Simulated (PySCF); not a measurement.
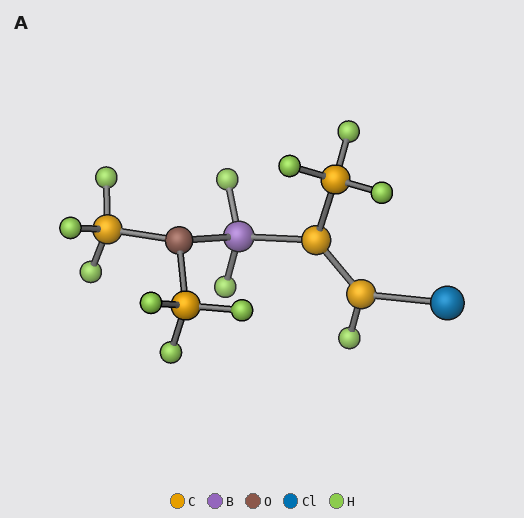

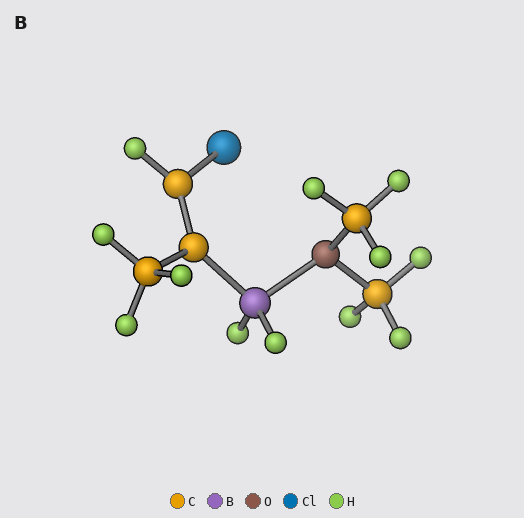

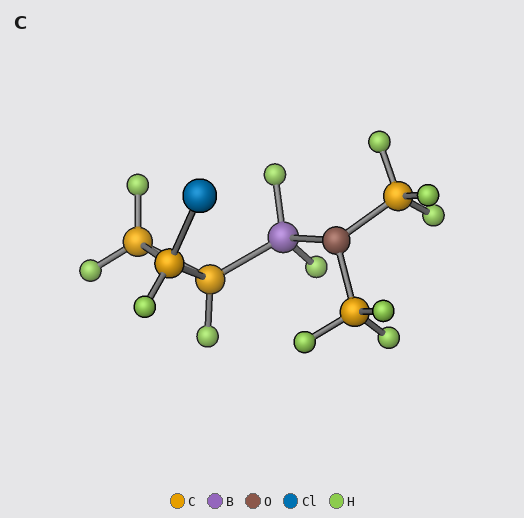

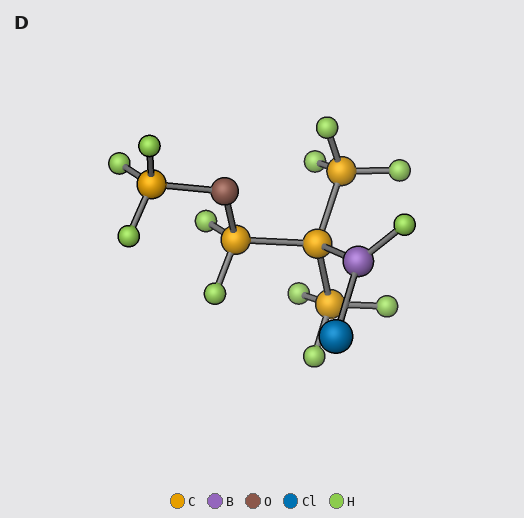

4 stationary structures of one formula. Geometries: GFN2-xTB. Electronic energies: PBE0/pcSseg-1 (PySCF 2.14.0), without zero-point energy. No frequency run is at hand to confirm each as a minimum. Each is one conformer, not always the lowest.

### Rank them by energy, lowest first.

D is lowest; A lies 41.2 kcal/mol above it, B lies 43.8 kcal/mol above it, C lies 50.2 kcal/mol above it. A is `C/C([BH2-][O+](C)C)=C\Cl`, B is `C/C([BH2-][O+](C)C)=C/Cl`, C is `C[O+](C)[BH2-][C@@H]1C[C@@H]1Cl`, D is `COCC(C)(C)BCl`.

The geometry is semi-empirical. Around B such bond lengths and angles can be off by a tenth of an ångström or more and by several degrees, and values that hang on the shape move with them.
